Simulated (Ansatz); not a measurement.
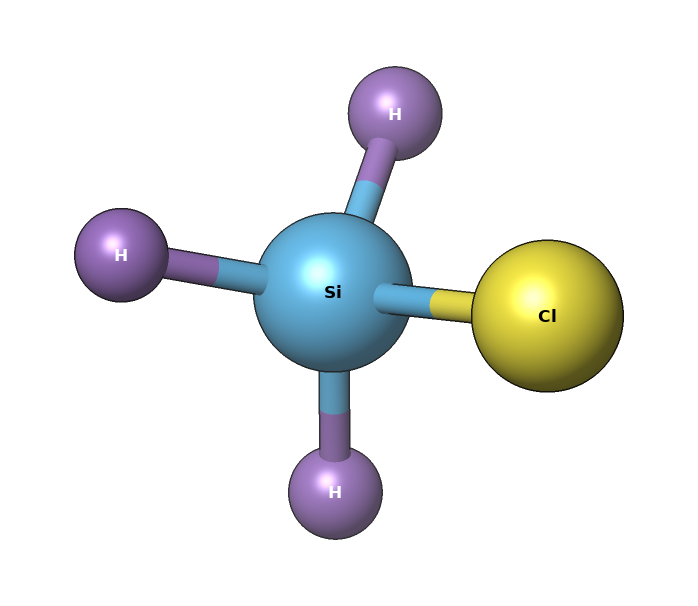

Description:

The molecule is ClH₃Si. This geometry has C3v symmetry. Coordination: 1 Si tetrahedral.

More results for the same structure follow; atom numbers are the same in all pictures, views and colours differ. The geometry was computed by an optimisation with PBE0-D4/def2-TZVP.

### Geometry

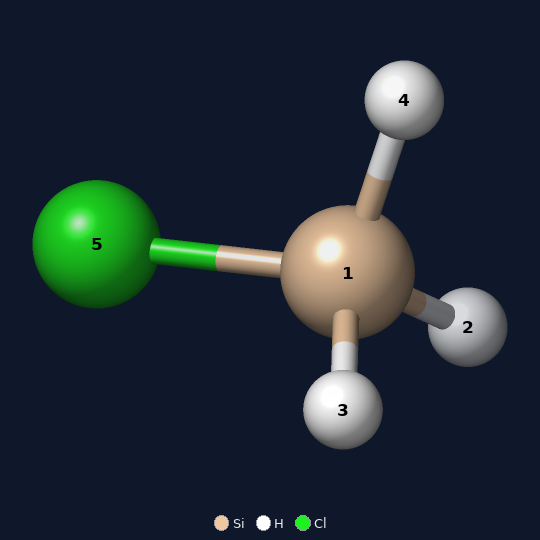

Atoms carry their numbers in the input.

List the bonds and their lengths.

| bond | length (Å) |
| --- | --- |
| Si1–H2 | 1.481 |
| Si1–H3 | 1.481 |
| Si1–H4 | 1.481 |
| Si1–Cl5 | 2.053 |

### Thermal motion

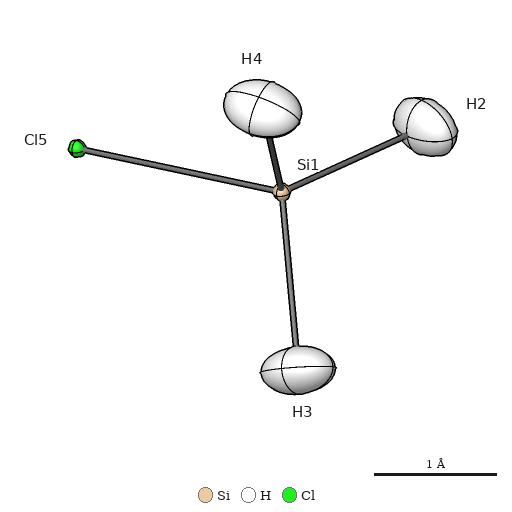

Displacement ellipsoids at the 50 % level, enlarged 1.5 times, from the internal vibrations of the free molecule (harmonic, no overall translation or rotation; no half-axis is drawn under 0.075 Å). Vibrations computed with RKS PBE0-D4/def2-TZVP (Ansatz 0.2.0). Temperature: 100 K.

Give the displacement parameters, one line for each set of equivalent atoms.

```csv
atom,U_eq (Å²),rms amplitudes (Å)
Si1,0.00027,"0.010, 0.010, 0.024"
"H2, H3, H4",0.0132,"0.085, 0.106, 0.146"
Cl5,0.00014,"0.004, 0.004, 0.020"
```

### Vibrations

Harmonic vibrations computed with RKS PBE0-D4/def2-TZVP (Ansatz 0.2.0) at a stationary point of the same level.

> How many vibrational modes are there, and where do they lie?

9 modes: 552, 656, 656, 944, 947, 947, 2249, 2261, 2261 cm⁻¹.

### Charges

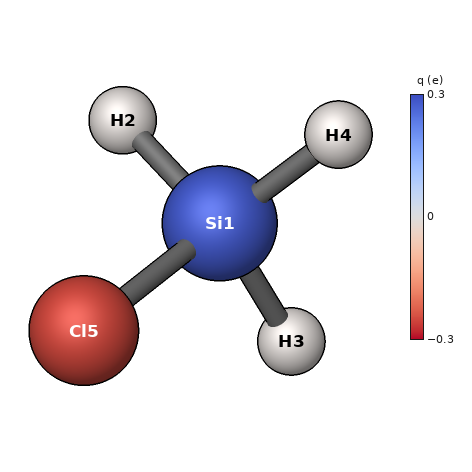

Atoms are coloured by their Mulliken charges. Level of theory: RKS PBE0-D4/def2-TZVP (Ansatz 0.2.0).

Give the Mulliken charges atom by atom.

```
atom  value (e)
 Si1       0.28
  H2      −0.01
  H3      −0.01
  H4      −0.01
 Cl5      −0.25
```

Mulliken values depend strongly on the basis set and can even reverse the polarity of a bond.
